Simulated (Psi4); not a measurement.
# doublet [AlNH4]+ at 3 levels

Wanted: a comparison of 3 runs (U-r2SCAN/aug-cc-pVDZ, U-revPBE/aug-cc-pVDZ, UB3LYP/aug-cc-pVDZ) of doublet [AlNH4]+. 

The results are computed with Psi4 1.11.

1 further run of the same task is left out (it didn't finish).

## (1) The molecule

The species is [AlNH4]+ (6 atoms), meant as a doublet with charge +1. As SMILES of the parent species, `[H][Al]([H])[NH2]`. Geometry: a GFN2-xTB relaxation, a rough one for these elements and not checked as a minimum. That shape belongs to the parent species and isn't relaxed for this state.

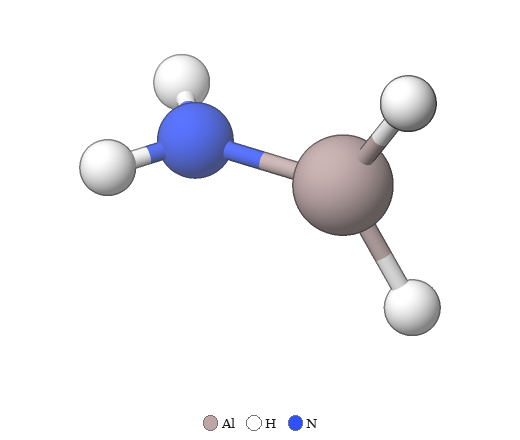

The structure, seen from a chosen angle (aluminium light grey, hydrogen white, nitrogen blue).

## (2) A single-point energy at U-r2SCAN/aug-cc-pVDZ (run 1)

The input, alh4n.json:

```json
{
 "schema_name": "qcschema_input",
 "schema_version": 1,
 "molecule": {
  "schema_name": "qcschema_molecule",
  "schema_version": 2,
  "symbols": ["Al", "H", "H", "N", "H", "H"],
  "geometry": [0.77709318, 1.34128981, 0.00772898, 3.68712023, 1.42502357, 0.07600478, -0.60006363, 3.90899298, -0.03887167, -0.90283555, -1.5628224, -0.01264227, -1.51901855, -2.52832127, -1.54914079, -1.44229567, -2.58418158, 1.51692095],
  "molecular_charge": 1,
  "molecular_multiplicity": 2,
  "fix_symmetry": "c1",
  "fix_com": true,
  "fix_orientation": true
 },
 "driver": "energy",
 "model": {
  "method": "r2scan",
  "basis": "aug-cc-pVDZ"
 },
 "keywords": {
  "reference": "uks",
  "puream": true,
  "e_convergence": 1e-09,
  "d_convergence": 1e-08,
  "scf_type": "pk",
  "dft_radial_points": 99,
  "dft_spherical_points": 590,
  "maxiter": 200,
  "scf_properties": ["LOWDIN_CHARGES", "DIPOLE", "QUADRUPOLE"]
 }
}
```

On the command line:

```console
$ psi4 --qcschema alh4n.json -n 1 --memory 1600MB
```

stdout:

```text
[...]
  Running in c1 symmetry.
[...]
  Nuclear repulsion =   52.497281324296338
[...]
  Multiplicity = 2
[...]
  Nalpha       = 12
  Nbeta        = 11
[...]
    Number of basis functions: 86
[...]
   @UKS iter   1:  -298.78103881563516    1.48708e-01   1.06459e-02 ADIIS/DIIS
[...]
   @UKS iter  14:  -299.19660873266446   -5.21254e-11   4.29389e-09 DIIS
[...]
   @S^2 Observed:                7.626678310E-01
[...]
    Orbital Energies [Eh]
    ---------------------
    Alpha Occupied:
       1A    -56.026494     2A    -14.476826     3A     -4.323048
       4A     -2.866639     5A     -2.858397     6A     -2.856545
       7A     -1.111717     8A     -0.729656     9A     -0.696623
      10A     -0.581813    11A     -0.575090    12A     -0.509513
    Alpha Virtual:
      13A     -0.273759    14A     -0.212655    15A     -0.143086
      16A     -0.117005    17A     -0.113022    18A     -0.098096
      19A     -0.086608    20A     -0.078389    21A     -0.069492
      22A     -0.052050    23A     -0.048570    24A     -0.047592
      25A     -0.023565    26A     -0.009670    27A     -0.002519
[...]
  @UKS Final Energy:  -299.19660873266446
   => Energetics <=
    Nuclear Repulsion Energy =             52.4972813242963383
    One-Electron Energy =                -511.6705908322431924
    Two-Electron Energy =                 186.7105956641029252
    DFT Exchange-Correlation Energy =     -26.7338948888205650
    Empirical Dispersion Energy =           0.0000000000000000
    VV10 Nonlocal Energy =                  0.0000000000000000
    Total Energy =                       -299.1966087326644583
[...]
 Multipole Moments:
 ------------------------------------------------------------------------------------
     Multipole            Electronic (a.u.)      Nuclear  (a.u.)        Total (a.u.)
 ------------------------------------------------------------------------------------
 L = 1.  Multiply by 2.5417464519 to convert [e a0] to [Debye]
 Dipole X            :         -4.0959039            3.9081049           -0.1877990
 Dipole Y            :         -7.0405232            6.7185244           -0.3219988
 Dipole Z            :         -0.0198874            0.0168941           -0.0029933
 Magnitude           :                                                    0.3727743
 L = 2.  Multiply by 1.3450342976 to convert [e a0^2] to [Debye ang]
 Quadrupole XX       :        -43.8351967           31.8987099          -11.9364868
 Quadrupole XY       :        -30.9264478           33.9031040            2.9766563
[...]
```

The result, in JSON:

```text
{
 "driver": "energy",
 "model": {
  "method": "r2scan",
  "basis": "aug-cc-pVDZ"
 },
 "success": true,
 "return_result": -299.19660873266446,
 "properties": {
  "calcinfo_nbasis": 86,
  "calcinfo_nmo": 86,
  "calcinfo_nalpha": 12,
  "calcinfo_nbeta": 11,
  "calcinfo_natom": 6,
  "nuclear_repulsion_energy": 52.49728132429634,
  "return_energy": -299.19660873266446,
  "scf_one_electron_energy": -511.6705908322432,
  "scf_two_electron_energy": 186.71059566410293,
  "scf_xc_energy": -26.733894888820565,
  "scf_dipole_moment": [-0.1877990468464441, -0.32199879504567175, -0.00299332468679514],
  "scf_total_energy": -299.19660873266446,
  "scf_iterations": 14
 }
}
```

Run time: 40 s. Hardware: 1 thread of Intel Xeon 6975P-C (Granite Rapids), shared host; peak memory 1.1 GiB.

## (3) The energy at U-revPBE/aug-cc-pVDZ (run 2)

The input, input.dat:

```
memory 1600 mb

molecule molecule1 {
  1 2
  Al     0.411220     0.709780     0.004090
  H      1.951140     0.754090     0.040220
  H     -0.317540     2.068550    -0.020570
  N     -0.477760    -0.827010    -0.006690
  H     -0.803830    -1.337930    -0.819770
  H     -0.763230    -1.367490     0.802720
  symmetry c1
  no_reorient
  no_com
}

set {
  basis                aug-cc-pVDZ
  reference            uks
  puream               true
  e_convergence        1e-09
  d_convergence        1e-08
  scf_type             pk
  dft_radial_points    99
  dft_spherical_points 590
  maxiter              200
}

e_tot, wfn = energy('revpbe', return_wfn=True)
oeprop(wfn, 'QUADRUPOLE', 'MAYER_INDICES', 'LOWDIN_CHARGES', title='REVPBE')
```

On the command line:

```console
$ psi4 input.dat output.dat -n 1
```

output.dat:

```text
[...]
  Running in c1 symmetry.
[...]
  Nuclear repulsion =   52.497281297986149
[...]
  Multiplicity = 2
[...]
  Nalpha       = 12
  Nbeta        = 11
[...]
    Number of basis functions: 86
[...]
   @UKS iter   1:  -298.72123869920597    2.29127e-01   1.13343e-02 ADIIS/DIIS
[...]
   @UKS iter  14:  -299.18938282629199   -4.32010e-12   2.62027e-09 DIIS
[...]
   @S^2 Observed:                7.553854321E-01
[...]
    Orbital Energies [Eh]
    ---------------------
    Alpha Occupied:
       1A    -55.669882     2A    -14.299632     3A     -4.197931
       4A     -2.801699     5A     -2.793287     6A     -2.791843
       7A     -1.056837     8A     -0.704040     9A     -0.675297
      10A     -0.569678    11A     -0.546486    12A     -0.496562
    Alpha Virtual:
      13A     -0.287676    14A     -0.233622    15A     -0.169078
      16A     -0.147399    17A     -0.144398    18A     -0.127679
      19A     -0.126512    20A     -0.113692    21A     -0.101949
      22A     -0.084228    23A     -0.069186    24A     -0.065261
      25A     -0.062207    26A     -0.056168    27A     -0.028868
[...]
  @UKS Final Energy:  -299.18938282629199
   => Energetics <=
    Nuclear Repulsion Energy =             52.4972812979861487
    One-Electron Energy =                -511.6399436755494889
    Two-Electron Energy =                 186.6637552229257153
    DFT Exchange-Correlation Energy =     -26.7104756716543719
    Empirical Dispersion Energy =           0.0000000000000000
    VV10 Nonlocal Energy =                  0.0000000000000000
    Total Energy =                       -299.1893828262919897
[...]
 Multipole Moments:
 ------------------------------------------------------------------------------------
     Multipole            Electronic (a.u.)      Nuclear  (a.u.)        Total (a.u.)
 ------------------------------------------------------------------------------------
 L = 1.  Multiply by 2.5417464519 to convert [e a0] to [Debye]
 Dipole X            :         -4.0174440            3.9081048           -0.1093391
 Dipole Y            :         -6.9050112            6.7185244           -0.1864868
 Dipole Z            :         -0.0189365            0.0168942           -0.0020424
 Magnitude           :                                                    0.2161864
 L = 2.  Multiply by 1.3450342976 to convert [e a0^2] to [Debye ang]
 Quadrupole XX       :        -43.7191848           31.8987099          -11.8204750
 Quadrupole XY       :        -30.9952870           33.9031040            2.9078170
[...]
```

Run time: 19 s. Hardware: 1 thread of Intel Xeon 6975P-C (Granite Rapids), shared host; peak memory 0.82 GiB.

## (4) The energy at UB3LYP/aug-cc-pVDZ (run 3)

The input, calc.inp:

```
memory 1600 MB

molecule mol {
  1 2
  Al     0.411220     0.709780     0.004090
  H      1.951140     0.754090     0.040220
  H     -0.317540     2.068550    -0.020570
  N     -0.477760    -0.827010    -0.006690
  H     -0.803830    -1.337930    -0.819770
  H     -0.763230    -1.367490     0.802720
  units angstrom
  symmetry c1
}

set {
  basis                aug-cc-pVDZ
  reference            uks
  puream               true
  e_convergence        1e-09
  d_convergence        1e-08
  scf_type             pk
  dft_radial_points    99
  dft_spherical_points 590
  maxiter              200
}

energy('b3lyp')
```

On the command line:

```console
$ psi4 -n 1 calc.inp calc.out
```

calc.out:

```text
[...]
  Running in c1 symmetry.
[...]
  Nuclear repulsion =   52.497281297986149
[...]
  Multiplicity = 2
[...]
  Nalpha       = 12
  Nbeta        = 11
[...]
    Number of basis functions: 86
[...]
   @UKS iter   1:  -298.88655684105396    1.01272e-01   1.04040e-02 ADIIS/DIIS
[...]
   @UKS iter  14:  -299.28034462973216   -1.19371e-12   6.05816e-09 DIIS
[...]
   @S^2 Observed:                7.600380562E-01
[...]
    Orbital Energies [Eh]
    ---------------------
    Alpha Occupied:
       1A    -56.306874     2A    -14.637034     3A     -4.392058
       4A     -2.949407     5A     -2.943183     6A     -2.941269
       7A     -1.150349     8A     -0.768595     9A     -0.737564
      10A     -0.613591    11A     -0.610007    12A     -0.537546
    Alpha Virtual:
      13A     -0.268288    14A     -0.218914    15A     -0.150128
      16A     -0.132709    17A     -0.130723    18A     -0.116331
      19A     -0.113682    20A     -0.098154    21A     -0.085382
      22A     -0.072914    23A     -0.059655    24A     -0.059409
      25A     -0.051272    26A     -0.042322    27A     -0.025060
[...]
  @UKS Final Energy:  -299.28034462973216
   => Energetics <=
    Nuclear Repulsion Energy =             52.4972812979861487
    One-Electron Energy =                -511.6326893957246398
    Two-Electron Energy =                 181.4850423656313012
    DFT Exchange-Correlation Energy =     -21.6299788976249268
    Empirical Dispersion Energy =           0.0000000000000000
    VV10 Nonlocal Energy =                  0.0000000000000000
    Total Energy =                       -299.2803446297320988
[...]
 Multipole Moments:
 ------------------------------------------------------------------------------------
     Multipole            Electronic (a.u.)      Nuclear  (a.u.)        Total (a.u.)
 ------------------------------------------------------------------------------------
 L = 1.  Multiply by 2.5417464519 to convert [e a0] to [Debye]
 Dipole X            :          0.2077784           -0.5977273           -0.3899489
 Dipole Y            :          0.3578945           -1.0275322           -0.6696377
 Dipole Z            :         -0.0014302           -0.0025448           -0.0039749
 Magnitude           :                                                    0.7749133
[...]
```

Wall time 20 s (1 thread of Intel Xeon 6975P-C (Granite Rapids), shared host); peak memory 0.82 GiB.

## (5) Overview of the runs

| run | level | energy (Eh) | HOMO energy (eV) | LUMO energy (eV) | ⟨S²⟩ | wall time |
| --- | --- | --- | --- | --- | --- | --- |
| 1 | U-r2SCAN/aug-cc-pVDZ | -299.196609 | -13.73 | -12.04 | 0.763 | 40 s |
| 2 | U-revPBE/aug-cc-pVDZ | -299.189383 | -13.51 | -12.26 | 0.755 | 19 s |
| 3 | UB3LYP/aug-cc-pVDZ | -299.280345 | -14.38 | -11.73 | 0.760 | 20 s |

## (6) Results

```
                                 quantity          value
                      run 3: total energy  -299.28034 Eh
run 3: HOMO energy (highest over α and β)      -14.38 eV
 run 3: LUMO energy (lowest over α and β)      -11.73 eV
                              run 3: ⟨S²⟩          0.760
```

Totals of different functionals can't be ranked against each other. All runs together took 79 s, the longest 40 s.
